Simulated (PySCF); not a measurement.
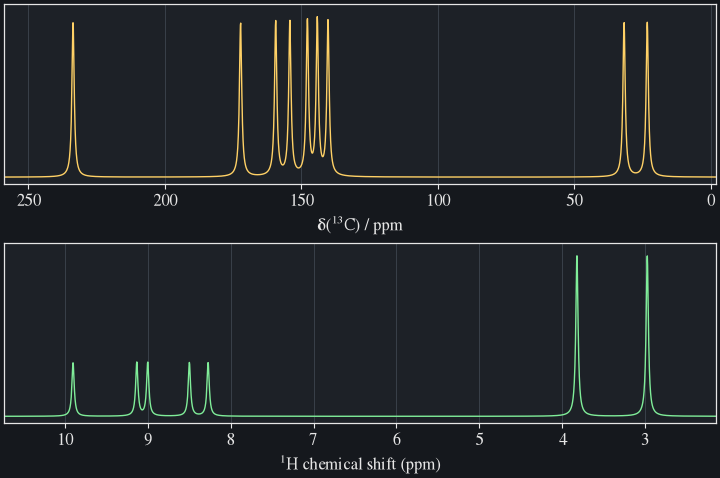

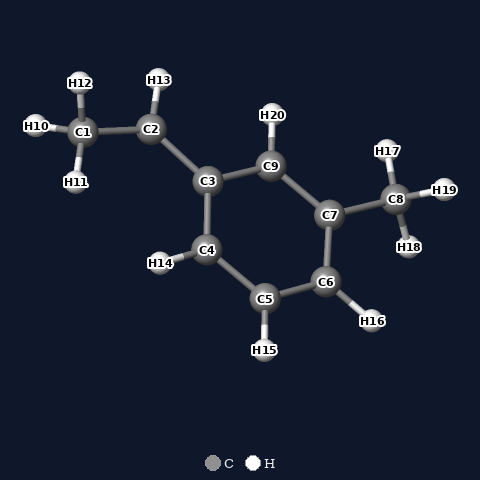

Spectrum and numbered structure of C₉H₁₁⁺, SMILES C[CH+]c1cccc(C)c1. GIAO shifts, PBE0/pcSseg-1, PySCF, at a GFN2-xTB geometry (no frequency check), against TMS for ¹³C and TMS for ¹H computed at the same level. Gas phase, fully decoupled, line heights follow the number of nuclei, widths are arbitrary (no quadrupolar broadening); values of one conformer, averaged over methyl-type rotors and exact or near symmetry; other conformers aren't averaged in.

Which ¹³C nuclei are the least shielded, and which the most?

Answer. Least shielded: C2 at 233.7 ppm. Most shielded: C8 at 23.2 ppm.

Which atoms give which ¹H line?

Answer.
```tsv
δ (ppm)	nuclei	atoms
9.90	1	H13
9.13	1	H16
9.00	1	H14
8.50	1	H15
8.27	1	H20
3.82	3	H10, H11, H12
2.98	3	H17, H18, H19
```

Known limits of this run: the tight-binding geometry is rougher than a DFT one and adds to the error.
